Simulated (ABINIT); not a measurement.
# Diamond (Fd-3m, 2 atoms a cell): G0W0 in ABINIT against the k mesh

Wanted: the cheapest k mesh that holds the gap of Diamond (Fd-3m, 2 atoms a cell).

Main program and level: ABINIT 10.8.3; PBE and many-body steps on it, plane waves.

## 1. Starting point

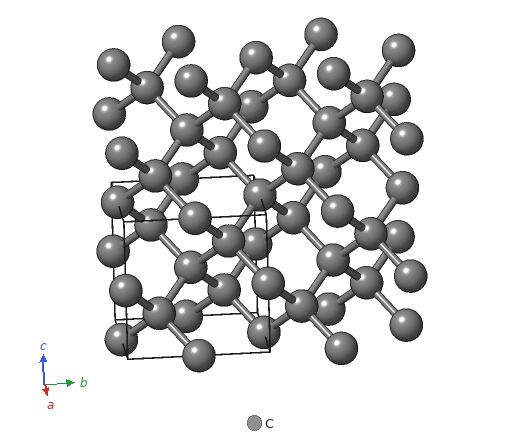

Start, viewed slightly off an axis; carbon grey. 1×2×2 cells are drawn. This picture shows the conventional cell, with its axes. Some periodic images of atoms are drawn too.

The cell and positions come from the Crystallography Open Database and are kept as given unless a step says otherwise.

## 2. Empty states on the mesh, 8×8×8 mesh, 218 bands

This step: ABINIT 10.8.3; DFT, PBE, plane waves, norm-conserving pseudopotentials.

The sums over transitions need many empty states on a uniform mesh; this step solves for them.

run.abi

```
acell 3*1.0 Angstrom
rprim 
  -0.000000000000 1.783370000000 1.783370000000
  1.783370000000 -0.000000000000 1.783370000000
  1.783370000000 1.783370000000 0.000000000000
ntypat 1
znucl 6
natom 2
typat 1 1
xred 
  -0.000000000000 0.000000000000 0.000000000000
  0.250000000000 0.250000000000 0.250000000000
pp_dirpath "pseudos"
pseudos "C.upf"
ecut 37
ngkpt 8 8 8
nshiftk 1
shiftk 0 0 0
kptopt 1
chksymbreak 0
irdden 1
istwfk *1
nband 218
prtvol 0
optdriver 6
gwr_task "HDIAGO"
paral_kgb 0
occopt 1
indata_prefix "in"
outdata_prefix "out"
tmpdata_prefix "tmp"
```

Run with:

```
$ OMP_NUM_THREADS=1 mpirun -n 8 abinit run.abi > log
```

Log:

```text
.Version 10.8.3 of ABINIT. v10.8.2 released Aug 2026.

 Symmetries : space group Fd -3 m (#227); Bravais cF (face-center cubic)
[... echo of the input left out ...]
== DATASET  1 ==================================================================
-   mpi_nproc: 8, omp_nthreads: 1 (-1 if OMP is not activated)

--- !DatasetInfo
iteration_state: {dtset: 1, }
dimensions: {natom: 2, nkpt: 29, mband: 218, nsppol: 1, nspinor: 1, nspden: 1, mpw: 869, }
cutoff_energies: {ecut:  37.0, pawecutdg:  -1.0, }
[...]
Indirect band gap semiconductor
 Fundamental gap:     4.190 (eV)
   VBM:    10.293 (eV) at k: [ 0.0000E+00,  0.0000E+00,  0.0000E+00]
   CBM:    14.483 (eV) at k: [ 3.7500E-01,  3.7500E-01,  0.0000E+00]
 Direct gap:         5.626 (eV) at k: [ 0.0000E+00,  0.0000E+00,  0.0000E+00]

== END DATASET(S) ==============================================================
================================================================================

 -outvars: echo values of variables after computation  --------
           etotal      0.0000000000E+00
            nband         218
             nkpt          29
          spgroup         227
 [... the other variables as echoed above ...]

 Calculation completed.
```

Elapsed: 4.7 s, on 8 MPI ranks of Arm Neoverse V1, shared host; peak memory 0.59 GiB.

Numbers from this step:

```yaml
gap: 4.190 eV
k_of_the_valence_top: 0, 0, 0
k_of_the_conduction_bottom: 0.375, 0.375, 0
least_direct_gap: 5.626 eV
k_points_computed: 29
lowest_point_of_the_top_converged_band_above_the_valence_top: 374.6723 eV
```

On this mesh the gap is 4.190 eV.

The density comes from a self-consistent run that is not shown.

## 3. Empty states on the mesh, 4×4×4 mesh, 64 bands

Edit run.abi of step 2 so:

```diff
@@ -15,3 +15,3 @@
 ecut 37
-ngkpt 8 8 8
+ngkpt 4 4 4
 nshiftk 1
@@ -22,3 +22,3 @@
 istwfk *1
-nband 218
+nband 64
 prtvol 0
```

Log:

```text
[banner, memory and clock lines left out]
.Version 10.8.3 of ABINIT. v10.8.2 released Aug 2026.

 Symmetries : space group Fd -3 m (#227); Bravais cF (face-center cubic)
[... echo of the input left out ...]
== DATASET  1 ==================================================================
-   mpi_nproc: 8, omp_nthreads: 1 (-1 if OMP is not activated)

--- !DatasetInfo
iteration_state: {dtset: 1, }
dimensions: {natom: 2, nkpt: 8, mband: 64, nsppol: 1, nspinor: 1, nspden: 1, mpw: 869, }
cutoff_energies: {ecut:  37.0, pawecutdg:  -1.0, }
[...]
Integrated=    8.0000E+00

 === KS gaps after direct diagonalization ===
 Indirect band gap semiconductor
 Fundamental gap:     4.490 (eV)
   VBM:    10.293 (eV) at k: [ 0.0000E+00,  0.0000E+00,  0.0000E+00]
   CBM:    14.783 (eV) at k: [ 2.5000E-01,  2.5000E-01,  0.0000E+00]
 Direct gap:         5.626 (eV) at k: [ 0.0000E+00,  0.0000E+00,  0.0000E+00]

== END DATASET(S) ==============================================================

 -outvars: echo values of variables after computation  --------
           etotal      0.0000000000E+00
            nband          64
             nkpt           8
          spgroup         227
 [... the other variables as echoed above ...]

 Calculation completed.
```

Elapsed: 2 s, on 8 MPI ranks; peak memory 0.11 GiB; 16 s of CPU time.

Numbers from this step:

- gap: 4.490 eV
- k of the valence top: 0, 0, 0
- k of the conduction bottom: 0.25, 0.25, 0
- least direct gap: 5.626 eV
- k points computed: 8
- lowest point of the top converged band, above the valence top: 121.9261 eV

On this mesh the gap is 4.490 eV.

## 4. Empty states on the mesh, 6×6×6 mesh, 64 bands

Edit run.abi of step 3 so:

```diff
@@ -15,3 +15,3 @@
 ecut 37
-ngkpt 4 4 4
+ngkpt 6 6 6
 nshiftk 1
```

Log:

```text
[banner, memory and clock lines left out]
.Version 10.8.3 of ABINIT. v10.8.2 released Aug 2026.

 Symmetries : space group Fd -3 m (#227); Bravais cF (face-center cubic)
[... echo of the input left out ...]
== DATASET  1 ==================================================================
-   mpi_nproc: 8, omp_nthreads: 1 (-1 if OMP is not activated)

--- !DatasetInfo
iteration_state: {dtset: 1, }
dimensions: {natom: 2, nkpt: 16, mband: 64, nsppol: 1, nspinor: 1, nspden: 1, mpw: 869, }
cutoff_energies: {ecut:  37.0, pawecutdg:  -1.0, }
[...]
Integrated=    8.0000E+00

 === KS gaps after direct diagonalization ===
 Indirect band gap semiconductor
 Fundamental gap:     4.207 (eV)
   VBM:    10.293 (eV) at k: [ 0.0000E+00,  0.0000E+00,  0.0000E+00]
   CBM:    14.500 (eV) at k: [ 3.3333E-01,  3.3333E-01,  0.0000E+00]
 Direct gap:         5.626 (eV) at k: [ 0.0000E+00,  0.0000E+00,  0.0000E+00]

== END DATASET(S) ==============================================================

 -outvars: echo values of variables after computation  --------
           etotal      0.0000000000E+00
            nband          64
             nkpt          16
          spgroup         227
 [... the other variables as echoed above ...]

 Calculation completed.
```

Elapsed: 2.8 s, on 8 MPI ranks; peak memory 0.11 GiB.

This step gave:

```yaml
gap: 4.207 eV
k_of_the_valence_top: 0, 0, 0
k_of_the_conduction_bottom: 0.3333, 0.3333, 0
least_direct_gap: 5.626 eV
k_points_computed: 16
lowest_point_of_the_top_converged_band_above_the_valence_top: 121.9261 eV
```

On this mesh the gap is 4.207 eV.

## 5. Empty states on the mesh, 10×10×10 mesh, 64 bands

Edit run.abi of step 4 so:

```diff
@@ -15,3 +15,3 @@
 ecut 37
-ngkpt 6 6 6
+ngkpt 10 10 10
 nshiftk 1
```

Log:

```text
[banner, memory and clock lines left out]
.Version 10.8.3 of ABINIT. v10.8.2 released Aug 2026.

 Symmetries : space group Fd -3 m (#227); Bravais cF (face-center cubic)
[... echo of the input left out ...]
== DATASET  1 ==================================================================
-   mpi_nproc: 8, omp_nthreads: 1 (-1 if OMP is not activated)

--- !DatasetInfo
iteration_state: {dtset: 1, }
dimensions: {natom: 2, nkpt: 47, mband: 64, nsppol: 1, nspinor: 1, nspden: 1, mpw: 869, }
cutoff_energies: {ecut:  37.0, pawecutdg:  -1.0, }
[...]
Integrated=    8.0000E+00

 === KS gaps after direct diagonalization ===
 Indirect band gap semiconductor
 Fundamental gap:     4.229 (eV)
   VBM:    10.293 (eV) at k: [ 0.0000E+00,  0.0000E+00,  0.0000E+00]
   CBM:    14.522 (eV) at k: [ 4.0000E-01,  4.0000E-01,  0.0000E+00]
 Direct gap:         5.626 (eV) at k: [ 0.0000E+00,  0.0000E+00,  0.0000E+00]

== END DATASET(S) ==============================================================

 -outvars: echo values of variables after computation  --------
           etotal      0.0000000000E+00
            nband          64
             nkpt          47
          spgroup         227
 [... the other variables as echoed above ...]

 Calculation completed.
```

The job ended after 5.8 s (8 MPI ranks; peak memory 0.57 GiB).

Numbers from this step:

```yaml
gap: 4.229 eV
k_of_the_valence_top: 0, 0, 0
k_of_the_conduction_bottom: 0.4, 0.4, 0
least_direct_gap: 5.626 eV
k_points_computed: 47
lowest_point_of_the_top_converged_band_above_the_valence_top: 121.9261 eV
```

On this mesh the gap is 4.229 eV.

## 6. Empty states on the mesh, 14×14×14 mesh, 64 bands

Edit run.abi of step 5 so:

```diff
@@ -15,3 +15,3 @@
 ecut 37
-ngkpt 10 10 10
+ngkpt 14 14 14
 nshiftk 1
```

Log:

```text
[banner, memory and clock lines left out]
.Version 10.8.3 of ABINIT. v10.8.2 released Aug 2026.

 Symmetries : space group Fd -3 m (#227); Bravais cF (face-center cubic)
[... echo of the input left out ...]
== DATASET  1 ==================================================================
-   mpi_nproc: 8, omp_nthreads: 1 (-1 if OMP is not activated)

--- !DatasetInfo
iteration_state: {dtset: 1, }
dimensions: {natom: 2, nkpt: 104, mband: 64, nsppol: 1, nspinor: 1, nspden: 1, mpw: 869, }
cutoff_energies: {ecut:  37.0, pawecutdg:  -1.0, }
[...]
Integrated=    8.0000E+00

 === KS gaps after direct diagonalization ===
 Indirect band gap semiconductor
 Fundamental gap:     4.186 (eV)
   VBM:    10.293 (eV) at k: [ 0.0000E+00,  0.0000E+00,  0.0000E+00]
   CBM:    14.478 (eV) at k: [ 3.5714E-01,  3.5714E-01,  0.0000E+00]
 Direct gap:         5.626 (eV) at k: [ 0.0000E+00,  0.0000E+00,  0.0000E+00]

== END DATASET(S) ==============================================================

 -outvars: echo values of variables after computation  --------
           etotal      0.0000000000E+00
            nband          64
             nkpt         104
          spgroup         227
 [... the other variables as echoed above ...]

 Calculation completed.
```

Wall time 12 s (8 MPI ranks); peak memory 0.57 GiB.

Numbers from this step:

```
gap                                                           : 4.186 eV
k of the valence top                                          : 0, 0, 0
k of the conduction bottom                                    : 0.3571, 0.3571, 0
least direct gap                                              : 5.626 eV
k points computed                                             : 104
lowest point of the top converged band, above the valence top : 121.9261 eV
```

On this mesh the gap is 4.186 eV.

## 7. Screening, 4×4×4 mesh, 56 bands, screening to 261.2 eV

The RPA dielectric matrix is built and inverted for each q.

This step: RPA screening on PBE, plane waves, norm-conserving pseudopotentials.

Edit run.abi of step 6 so:

```diff
@@ -15,3 +15,3 @@
 ecut 37
-ngkpt 14 14 14
+ngkpt 4 4 4
 nshiftk 1
@@ -20,10 +20,11 @@
 chksymbreak 0
-irdden 1
 istwfk *1
-nband 64
-prtvol 0
-optdriver 6
-gwr_task "HDIAGO"
-paral_kgb 0
 occopt 1
+irdwfk 1
+optdriver 3
+nband 56
+ecuteps 9.6
+inclvkb 2
+awtr 1
+symchi 1
 indata_prefix "in"
```

Log:

```text
.Version 10.8.3 of ABINIT. v10.8.2 released Aug 2026.

 Symmetries : space group Fd -3 m (#227); Bravais cF (face-center cubic)
[... echo of the input left out ...]
== DATASET  1 ==================================================================
-   mpi_nproc: 8, omp_nthreads: 1 (-1 if OMP is not activated)

--- !DatasetInfo
iteration_state: {dtset: 1, }
dimensions: {natom: 2, nkpt: 8, mband: 56, nsppol: 1, nspinor: 1, nspden: 1, mpw: 869, }
cutoff_energies: {ecut:  37.0, pawecutdg:  -1.0, }
electrons: {nelect:   8.00000000E+00, charge:   0.00000000E+00, occopt:   1.00000000E+00, tsmear:   1.00000000E-02, }

 SCREENING: Calculation of the susceptibility and dielectric matrices

 Based on a program developped by R.W. Godby, V. Olevano, G. Onida, and L. Reining.
 Incorporated in ABINIT by V. Olevano, G.-M. Rignanese, and M. Torrent.
.Using double precision arithmetic ; gwpc =  8

[... cell and pseudopotentials left out ...]
--------------------------------------------------------------------------------

 ==== K-mesh for the wavefunctions ====
 Number of points in the irreducible wedge :     8
[... list of points left out ...]
 Together with 48 symmetry operations and time-reversal symmetry
 yields    64 points in the full Brillouin Zone.

 ==== Q-mesh for the screening function ====
 Number of points in the irreducible wedge :     8
[... list of points left out ...]
 Together with 48 symmetry operations and time-reversal symmetry
 yields    64 points in the full Brillouin Zone.

 setmesh: FFT mesh size selected  =    20x   20x   20
          total number of points  =         8000

 vcoul_init : cutoff-mode = AUXILIARY_FUNCTION
 q-points for optical limit:   1
     1)      0.000010    0.000020    0.000030

- screening: taking advantage of time-reversal symmetry
- Maximum band index for partially occupied states nbvw = 4
- Remaining bands to be divided among processors   nbcw = 52
- Number of bands treated by each node ~6

 Number of electrons calculated from density =    8.0000; Expected =    8.0000
 average of density, n =  0.104505
 r_s =    1.3170
 omega_plasma =   31.1835 [eV]

 calculating chi0 at frequencies [eV] :
  1    0.000000E+00    0.000000E+00
  2    0.000000E+00    3.118352E+01

--------------------------------------------------------------------------------
  q-point number  1        q = ( 0.000000, 0.000000, 0.000000) [r.l.u.]
--------------------------------------------------------------------------------
[... chi0 elements left out ...]
 For q-point:  0.000010 0.000020 0.000030
  dielectric constant =   6.8874
  dielectric constant without local fields =   7.4214

  Average fulfillment of the sum rule on Im[epsilon] for q-point    1 :     85.36  [%]
[... wings left out ...]
  q-point number  2        q = ( 0.250000, 0.000000, 0.000000) [r.l.u.]
--------------------------------------------------------------------------------
[... chi0 elements left out ...]
  Average fulfillment of the sum rule on Im[epsilon] for q-point    2 :     94.61  [%]

 [... 6 further q-points ...]
```

Elapsed: 1.9 s, on 8 MPI ranks; peak memory 0.08 GiB.

Numbers from this step:

```
ε∞ with local fields, on this mesh, along the program's q direction : 6.887
the same without local fields                                       : 7.421
plasma frequency                                                    : 31.18 eV
plane waves in the screening matrix                                 : 113
```

Local fields lower ε∞ by 7 %. On a Γ-centred mesh this coarse the value itself is usually too large, while a short band sum pulls it down.

## 8. 4×4×4

This step: G0W0 on PBE, plane waves, norm-conserving pseudopotentials.

Edit run.abi of step 7 so:

```diff
@@ -23,8 +23,17 @@
 irdwfk 1
-optdriver 3
+optdriver 4
 nband 56
+gwcalctyp 0
+ecutsigx 37
+symsigma 1
+nkptgw 2
+kptgw 
+  0.0000000000 0.0000000000 0.0000000000
+  0.2500000000 0.2500000000 0.0000000000
+bdgw 
+  2 7
+  3 6
 ecuteps 9.6
-inclvkb 2
-awtr 1
-symchi 1
+irdscr 1
+ppmodel 1
 indata_prefix "in"
```

Log:

```text
.Version 10.8.3 of ABINIT. v10.8.2 released Aug 2026.

 Symmetries : space group Fd -3 m (#227); Bravais cF (face-center cubic)
[... echo of the input left out ...]
== DATASET  1 ==================================================================
-   mpi_nproc: 8, omp_nthreads: 1 (-1 if OMP is not activated)

--- !DatasetInfo
iteration_state: {dtset: 1, }
dimensions: {natom: 2, nkpt: 8, mband: 56, nsppol: 1, nspinor: 1, nspden: 1, mpw: 869, }
cutoff_energies: {ecut:  37.0, pawecutdg:  -1.0, }
electrons: {nelect:   8.00000000E+00, charge:   0.00000000E+00, occopt:   1.00000000E+00, tsmear:   1.00000000E-02, }

 SIGMA: Calculation of the GW corrections

 Based on a program developped by R.W. Godby, V. Olevano, G. Onida, and L. Reining.
 Incorporated in ABINIT by V. Olevano, G.-M. Rignanese, and M. Torrent.
.Using double precision arithmetic ; gwpc =  8

[... cell and pseudopotentials left out ...]
--------------------------------------------------------------------------------

 ==== K-mesh for the wavefunctions ====
 Number of points in the irreducible wedge :     8
[... list of points left out ...]
 Together with 48 symmetry operations and time-reversal symmetry
 yields    64 points in the full Brillouin Zone.

 ==== Q-mesh for screening function ====
 Number of points in the irreducible wedge :     8
[... list of points left out ...]
 Together with 48 symmetry operations and time-reversal symmetry
 yields    64 points in the full Brillouin Zone.

 vcoul_init : cutoff-mode = AUXILIARY_FUNCTION
 q-points for optical limit:   1
     1)      0.000010    0.000020    0.000030
 setmesh: FFT mesh size selected  =    32x   32x   32
          total number of points  =        32768

 Number of electrons calculated from density =    8.0000; Expected =    8.0000
 average of density, n =  0.104505
 r_s =    1.3170
 omega_plasma =   31.1835 [eV]

 === KS Band Gaps ===
  >>>> For spin  1
   Minimum direct gap =   5.6255 [eV], located at k-point      :   0.0000  0.0000  0.0000
   Fundamental gap    =   4.4903 [eV], Top of valence bands at :   0.0000  0.0000  0.0000
                                       Bottom of conduction at :   0.2500  0.2500  0.0000
 SIGMA fundamental parameters:
 PLASMON POLE MODEL  1
 number of plane-waves for SigmaX                  869
 number of plane-waves for SigmaC and W            113
 number of plane-waves for wavefunctions           869
 number of bands                                    56
 number of independent spin polarizations            1
 number of spinorial components                      1
 number of k-points in IBZ                           8
 number of q-points in IBZ                           8
 number of symmetry operations                      48
 number of k-points in BZ                           64
 number of q-points in BZ                           64
 number of frequencies for dSigma/dE                 9
 frequency step for dSigma/dE [eV]                0.25
 number of omega for Sigma on real axis              0
 max omega for Sigma on real axis  [eV]           0.00
 zcut for avoiding poles [eV]                     0.10

 EPSILON^-1 parameters (SCR file):
 dimension of the eps^-1 matrix on file            113
 dimension of the eps^-1 matrix used               113
 number of plane-waves for wavefunctions           869
 number of bands                                    56
 number of q-points in IBZ                           8
 number of frequencies                               2
 number of real frequencies                          1
 number of imag frequencies                          1

 matrix elements of self-energy operator (all in [eV])

 Perturbative Calculation

--- !SelfEnergy_ee
iteration_state: {dtset: 1, }
kpoint     : [   0.000,    0.000,    0.000, ]
spin       : 1
KS_gap     :    5.626
QP_gap     :    7.363
Delta_QP_KS:    1.738
data: !SigmaeeData |
     Band     E0 <VxcDFT>   SigX SigC(E0)      Z dSigC/dE  Sig(E)    E-E0       E
        2  10.293 -16.974 -19.537   1.873   0.829  -0.206 -17.546  -0.572   9.720
        3  10.293 -16.974 -19.537   1.873   0.829  -0.206 -17.546  -0.572   9.720
        4  10.293 -16.974 -19.537   1.873   0.829  -0.206 -17.546  -0.572   9.720
        5  15.918 -15.644  -9.255  -4.987   0.831  -0.204 -14.479   1.165  17.083
        6  15.918 -15.644  -9.255  -4.987   0.831  -0.204 -14.479   1.165  17.083
        7  15.918 -15.644  -9.255  -4.987   0.831  -0.204 -14.479   1.165  17.083

--- !SelfEnergy_ee
iteration_state: {dtset: 1, }
kpoint     : [   0.250,    0.250,    0.000, ]
spin       : 1
KS_gap     :    8.621
QP_gap     :   10.236
Delta_QP_KS:    1.615
data: !SigmaeeData |
     Band     E0 <VxcDFT>   SigX SigC(E0)      Z dSigC/dE  Sig(E)    E-E0       E
        3   6.162 -16.146 -19.995   2.866   0.821  -0.218 -16.954  -0.808   5.354
        4   6.162 -16.146 -19.995   2.866   0.821  -0.218 -16.954  -0.808   5.354
        5  14.783 -14.681  -8.857  -4.859   0.837  -0.195 -13.874   0.807  15.590
        6  20.608 -13.615  -6.655  -6.066   0.829  -0.206 -12.874   0.740  21.348

== END DATASET(S) ==============================================================
================================================================================

 -outvars: echo values of variables after computation  --------
           etotal      0.0000000000E+00
            nband          56
             nkpt           8
          spgroup         227
 [... the other variables as echoed above ...]

 Calculation completed.
```

It took 2 s on 8 MPI ranks; peak memory 0.1 GiB.

Numbers from this step:

```
G0W0 gap on the points computed              : 5.870 eV
starting gap on the mesh                     : 4.490 eV
k of the valence top                         : 0, 0, 0
k of the conduction bottom                   : 0.25, 0.25, 0
Z at the valence top                         : 0.829
Z at the conduction bottom                   : 0.837
least direct G0W0 gap on the computed points : 7.363 eV
```

(Part 1 of 3 ends here.)

[Paths, hosts, dates, memory and timing lines, banners, echoed tables and standing remarks are left out of the program output.]

[Logs are printed without paths, hosts, clocks, repeated set-up lines and the standing remarks that a program may print on its own settings, such as how far it seeks lower states.]

[Runs of the session that timed out or met a known fault of the program may be left out.]

[Hosts, paths, dates, database ids (printed as entryN), source tags and the programs' standing remarks are cut or masked in the printed files.]

[G0W0 gaps are taken among the corrected bands and points alone; a level outside them can change the order at an edge.]

[Where Ansatz stands beside ABINIT at settings called matched, ABINIT's density can come from a denser mesh and the files from another edition; pairs whose starting gaps differed by over 0.03 eV were left out, so agreement reads better than it is.]
